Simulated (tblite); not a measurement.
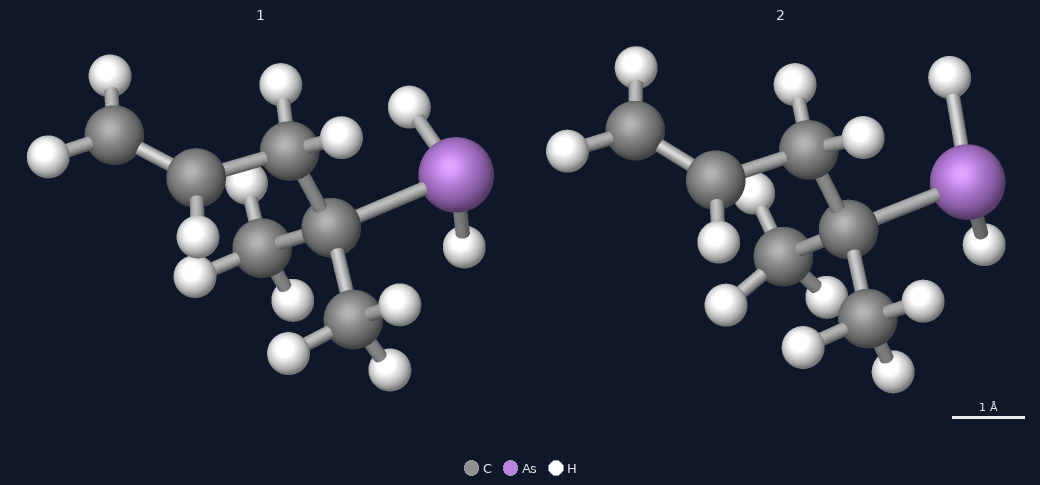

Two geometries of C6H13As, drawn at one scale. One is the start of a relaxation, the other its converged end. Style: ball-and-stick. Shown from a free direction.

These are results of GFN2-xTB geometry optimisation, gas phase in tblite 0.8.0, not measurements. 

> Which geometry has the lower energy?

Structure 1 is the relaxed one. The energy falls by 0.842 eV in 86 geometry steps. The atom that moves furthest after the best rigid fit is an H atom (0.60 Å). Largest moves by element: H 0.60 Å, As 0.19 Å, C 0.12 Å. Some distances before and after: As–H 1.581 → 1.503 Å, As–C 1.972 → 2.021 Å, C–H 1.103 → 1.078 Å, C–C 1.503 → 1.527 Å. Among the angles between lasting bonds that change: H–As–H 105.2° → 89.1°, C–As–H 108.6° → 94.1°, C–As–H 106.0° → 94.1°.
